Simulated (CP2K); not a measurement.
Band structure of CdTe (P6_3mc, 4 atoms in the cell).

```xyz
4
Lattice="4.6333 0.0000 0.0000 -2.3166 4.0125 0.0000 0.0000 0.0000 7.6024" Properties=species:S:1:pos:R:3 pbc="T T T"
Cd     0.0000     2.6750     0.0027
Cd     2.3166     1.3375     3.8040
Te     0.0000     2.6750     2.8482
Te     2.3166     1.3375     6.6494
```

Method: LDA (Pade form), GPW, DZVP-MOLOPT-SR-GTH basis, GTH-PADE potentials (GTH_POTENTIALS) run with CP2K.

Settings: CUTOFF = 500 Ry; REL_CUTOFF = 60 Ry; KPOINTS/SCHEME = MACDONALD 6 6 3 0.08333333333 0.08333333333 0; XC_FUNCTIONAL = PADE; Cd/BASIS_SET = DZVP-MOLOPT-SR-GTH; Cd/POTENTIAL = GTH-PADE-q12; Te/BASIS_SET = DZVP-MOLOPT-SR-GTH; Te/POTENTIAL = GTH-PADE-q6; METHOD = GPW; EPS_DEFAULT = 1e-10; EXTRAPOLATION = USE_GUESS; NGRIDS = 5; SCF_GUESS = ATOMIC; EPS_SCF = 1e-07.

The starting cell comes from a database of computed structures (which also holds hypothetical and non-ambient phases and stackings), without a prior relaxation at this level. Spin-orbit coupling is off. Values carry the incompleteness of an atom-centred basis.

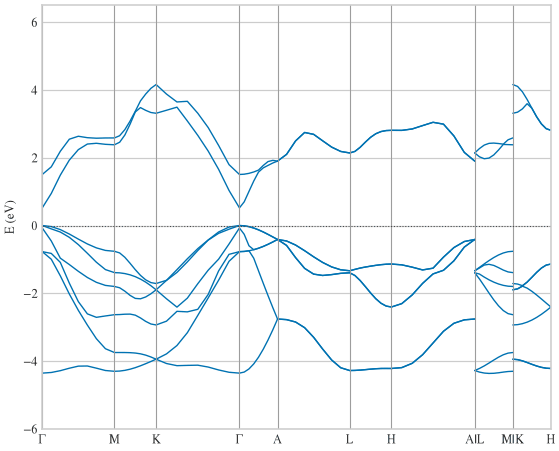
Fig. 1. Bands along the path, energies from the top of the valence band on the SCF mesh.

**Question.** Read off roughly the gap and where its edges lie.

**Answer.** The gap along the path is about 0.5 eV (computed: 0.52 eV), direct at Γ to within 0.01 eV.

Levels in eV from the top of the valence band on the SCF mesh, bands 15 to 19:
| point | 15 | 16 | 17 | 18 | 19 |
|---|---|---|---|---|---|
| Γ | -0.77 | -0.07 | 0.00 | 0.00 | 0.52 |
| M | -2.63 | -1.80 | -1.39 | -0.76 | 2.38 |
| K | -2.93 | -1.90 | -1.90 | -1.71 | 3.31 |
| A | -0.41 | -0.41 | -0.41 | -0.41 | 1.90 |
| L | -1.39 | -1.39 | -1.34 | -1.34 | 2.14 |
| H | -2.40 | -2.40 | -1.14 | -1.14 | 2.81 |

Higher empty bands are left out: an atom-centred basis made for the valence describes them poorly.
